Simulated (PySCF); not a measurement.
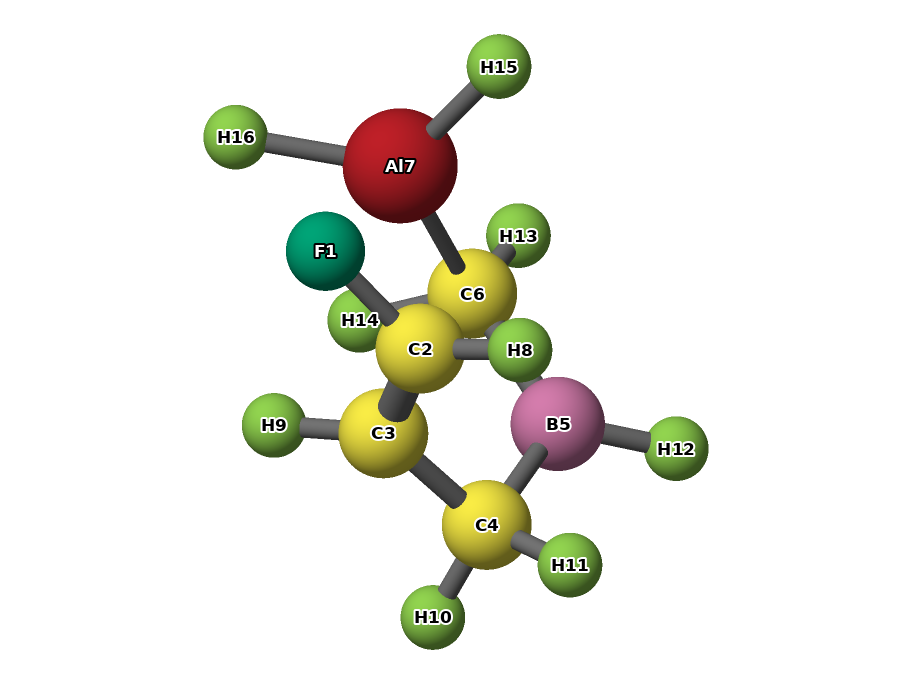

The thickness of each stick grows with its Mayer bond order. The computed structure is the end point of a GFN2-xTB optimisation. No frequency run is at hand to confirm it as a minimum. Method: PBE0/pcSseg-1 (PySCF 2.14.0).

**Which bond between heavy atoms has the highest Mayer bond order?**

C2–C3, 1.76, at a length of 1.330 Å.

**Which bond between heavy atoms has the lowest Mayer bond order?**

C6–Al7, 0.69, at 2.057 Å.

List the Mayer bond orders of F1–C2, C2–C3, C3–C4, C4–B5, B5–C6, C6–Al7 (bonds between heavy atoms, one of each equivalent set).

| bond | Mayer order | length (Å) |
| --- | --- | --- |
| F1–C2 | 0.87 | 1.358 |
| C2–C3 | 1.76 | 1.330 |
| C3–C4 | 1.03 | 1.478 |
| C4–B5 | 0.91 | 1.618 |
| B5–C6 | 1.20 | 1.528 |
| C6–Al7 | 0.69 | 2.057 |

The geometry is semi-empirical. Around Al, B such bond lengths and angles can be off by a tenth of an ångström or more and by several degrees, and values that hang on the shape move with them.
